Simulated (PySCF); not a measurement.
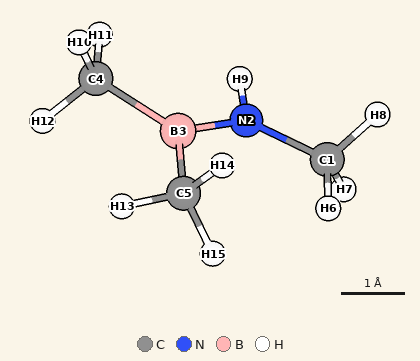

The structure (ball-and-stick view, seen at a tilt; atoms are numbered from 1 in the order of the input). Bond lengths as drawn: B–C 1.58 to 1.59 Å, B–N 1.40 Å, C–H 1.10 to 1.11 Å, C–N 1.44 Å and H–N 1.01 Å.

**Two runs on C3H10BN**

System: C3H10BN, SMILES CNB(C)C.
Method of run A: GIAO KT2/pcSseg-1 NMR shielding, non-relativistic, gas phase (PySCF 2.14.0).

The geometry comes from this level: PBE0-D3(BJ)/def2-SVP. Text and figures count atoms from 1; the logs count them from 0 in places.

Input, run A:
```
{"job": {"xc": "KT2", "basis": "pcSseg-1", "kind": "nmr", "pop": false}, "charge": 0, "multiplicity": 1}
C      2.013080    -0.486022     0.330473
N      0.983521     0.300035    -0.296905
B     -0.409700     0.190235    -0.168086
C     -1.328852     1.211700    -0.954752
C     -1.056276    -0.919658     0.764224
H      1.566290    -1.331985     0.870010
H      2.721678    -0.899942    -0.408035
H      2.600468     0.099837     1.060998
H      1.341599     1.040861    -0.889972
H     -2.006547     1.732419    -0.256116
H     -0.781189     1.976401    -1.528327
H     -1.986201     0.668645    -1.656813
H     -2.133864    -1.041390     0.580100
H     -0.943545    -0.634592     1.825249
H     -0.583443    -1.909504     0.655785
```

The first line tells a small driver script what to run in PySCF; the rest is the geometry in Å.

Command:
```bash
OMP_NUM_THREADS=1 python <driver script> task.json out
```

Hardware: 1 CPU thread, shared host.

Output (run A):
```
coarse grid: 11608 points
cycle   1  E = -203.3256460511  dE =  1.621e-01  |g| = 6.272e-01  |ddm| = 3.165e+00
cycle   2  E = -203.1999603336  dE =  1.257e-01  |g| = 9.215e-01  |ddm| = 1.530e+00
cycle   3  E = -203.4347986645  dE = -2.348e-01  |g| = 7.521e-02  |ddm| = 9.896e-01
cycle   4  E = -203.4356564842  dE = -8.578e-04  |g| = 4.523e-02  |ddm| = 8.537e-02
cycle   5  E = -203.4361111487  dE = -4.547e-04  |g| = 7.835e-03  |ddm| = 3.582e-02
cycle   6  E = -203.4361248382  dE = -1.369e-05  |g| = 3.317e-03  |ddm| = 8.943e-03
cycle   7  E = -203.4361276682  dE = -2.830e-06  |g| = 3.095e-04  |ddm| = 2.707e-03
final grid: 109544 points
cycle   8  E = -203.4200875270  dE = -1.575e-04  |g| = 1.204e-02  |ddm| = 3.456e-02
cycle   9  E = -203.4200382945  dE =  4.923e-05  |g| = 1.828e-02  |ddm| = 2.508e-02
cycle  10  E = -203.4201224557  dE = -8.416e-05  |g| = 2.511e-03  |ddm| = 1.599e-02
cycle  11  E = -203.4201238709  dE = -1.415e-06  |g| = 3.883e-04  |ddm| = 1.911e-03
cycle  12  E = -203.4201239080  dE = -3.707e-08  |g| = 9.421e-05  |ddm| = 3.990e-04
cycle  13  E = -203.4201239101  dE = -2.084e-09  |g| = 3.523e-05  |ddm| = 1.075e-04
cycle  14  E = -203.4201239104  dE = -3.102e-10  |g| = 4.403e-06  |ddm| = 2.914e-05
converged SCF energy = -203.4201239104

GIAO shielding tensors (ppm)
atom      isotropic    diamagn.    paramagn.     s11        s22        s33       span
  0 C      150.317     245.288     -94.971    126.652    141.953    182.346     55.694
  1 N      144.359     321.909    -177.550     58.076    185.270    189.732    131.655
  2 B       60.226     194.313    -134.087     30.937     39.964    109.776     78.840
  3 C      174.591     252.903     -78.312    164.638    166.962    192.175     27.537
  4 C      183.534     253.045     -69.511    175.312    185.446    189.845     14.532
  5 H       28.158      30.616      -2.459     23.903     29.137     31.433      7.530
  6 H       28.485      27.870       0.615     23.973     26.431     35.051     11.078
  7 H       28.421      28.110       0.311     23.847     26.358     35.059     11.212
  8 H       27.566      33.508      -5.942     20.756     28.725     33.218     12.462
  9 H       30.710      30.473       0.237     27.224     29.052     35.854      8.630
 10 H       31.402      31.475      -0.074     27.585     29.792     36.828      9.243
 11 H       30.708      30.369       0.339     27.288     28.810     36.028      8.740
 12 H       30.998      31.012      -0.014     27.027     29.741     36.226      9.200
 13 H       31.092      31.023       0.069     27.246     28.857     37.173      9.927
 14 H       30.815      31.649      -0.834     26.409     29.872     36.163      9.755
```

The input of run B differs as follows (lines with − go, lines with + come):
```diff
-"xc": "KT2"
+"xc": "wB97X-D"
+"solvent": "chloroform"
-"pop": false
+"pop": true
```

How does run B compare with run A?

The total energies belong to different models, so their difference says nothing on which is more stable or more accurate. The HOMO goes from −6.08 to −9.12 eV. The LUMO goes from 0.21 to 3.12 eV. The dipole moment goes from 1.51 to 1.74 D. Of all shieldings, the largest change is that of N2, by +6.6 ppm. The functional changes from KT2 to wB97X-D. The SCF takes 13 iterations against 14.

Output (run B):
```
coarse grid: 11608 points
cycle   1  E = -199.8510775781  dE =  3.879e-01  |g| = 3.662e-01  |ddm| = 3.061e+00
cycle   2  E = -199.8708678631  dE = -1.979e-02  |g| = 2.808e-01  |ddm| = 4.674e-01
cycle   3  E = -199.8880708659  dE = -1.720e-02  |g| = 3.831e-02  |ddm| = 1.914e-01
cycle   4  E = -199.8883378296  dE = -2.670e-04  |g| = 2.347e-02  |ddm| = 3.984e-02
cycle   5  E = -199.8884585944  dE = -1.208e-04  |g| = 2.074e-03  |ddm| = 1.643e-02
cycle   6  E = -199.8884602346  dE = -1.640e-06  |g| = 6.835e-04  |ddm| = 3.522e-03
final grid: 109544 points
cycle   7  E = -199.9156685660  dE = -2.115e-04  |g| = 6.591e-03  |ddm| = 3.455e-02
cycle   8  E = -199.9156733983  dE = -4.832e-06  |g| = 5.913e-03  |ddm| = 8.959e-03
cycle   9  E = -199.9156802271  dE = -6.829e-06  |g| = 8.188e-04  |ddm| = 3.282e-03
cycle  10  E = -199.9156804386  dE = -2.116e-07  |g| = 3.692e-04  |ddm| = 1.208e-03
cycle  11  E = -199.9156804846  dE = -4.598e-08  |g| = 7.686e-05  |ddm| = 4.380e-04
cycle  12  E = -199.9156804885  dE = -3.937e-09  |g| = 1.965e-05  |ddm| = 1.682e-04
cycle  13  E = -199.9156804889  dE = -3.281e-10  |g| = 6.697e-06  |ddm| = 5.015e-05
converged SCF energy = -199.9156804889

GIAO shielding tensors (ppm)
atom      isotropic    diamagn.    paramagn.     s11        s22        s33       span
  0 C      152.887     243.553     -90.666    131.194    144.253    183.214     52.020
  1 N      151.009     322.203    -171.194     56.639    197.112    199.276    142.636
  2 B       57.866     191.574    -133.709     28.560     32.755    112.282     83.723
  3 C      176.724     253.294     -76.570    167.639    169.489    193.045     25.406
  4 C      184.000     253.592     -69.592    176.893    185.330    189.777     12.884
  5 H       28.388      30.285      -1.896     23.845     29.577     31.742      7.897
  6 H       28.721      27.787       0.934     24.133     26.567     35.463     11.331
  7 H       28.690      28.025       0.666     24.078     26.501     35.492     11.414
  8 H       27.641      33.198      -5.557     20.409     28.769     33.743     13.334
  9 H       30.956      30.696       0.260     27.329     29.226     36.314      8.985
 10 H       31.448      31.653      -0.205     27.269     29.986     37.089      9.819
 11 H       30.949      30.592       0.357     27.383     28.981     36.483      9.100
 12 H       31.214      31.284      -0.070     27.033     29.923     36.684      9.651
 13 H       31.228      31.191       0.037     27.279     28.980     37.424     10.145
 14 H       30.944      31.832      -0.888     26.376     30.048     36.408     10.031
```

The two runs side by side:

| quantity | run A | run B |
| --- | --- | --- |
| outcome | converged | converged |
| total energy (hartree) | −203.420124 | −199.915680 |
| HOMO (eV) | −6.08 | −9.12 |
| LUMO (eV) | 0.21 | 3.12 |
| dipole moment (D) | 1.51 | 1.74 |
| shielding of C1 (ppm) | 150.3 | 152.9 |
| shielding of N2 (ppm) | 144.4 | 151.0 |
| shielding of B3 (ppm) | 60.2 | 57.9 |
| shielding of C4 (ppm) | 174.6 | 176.7 |
| shielding of C5 (ppm) | 183.5 | 184.0 |
| shielding of H8 (ppm) | 28.4 | 28.7 |
| shielding of H10 (ppm) | 30.7 | 31.0 |
| SCF iterations | 14 | 13 |
| basis functions | 135 | 135 |
| wall time (shared host) | 16 s | 16 s |
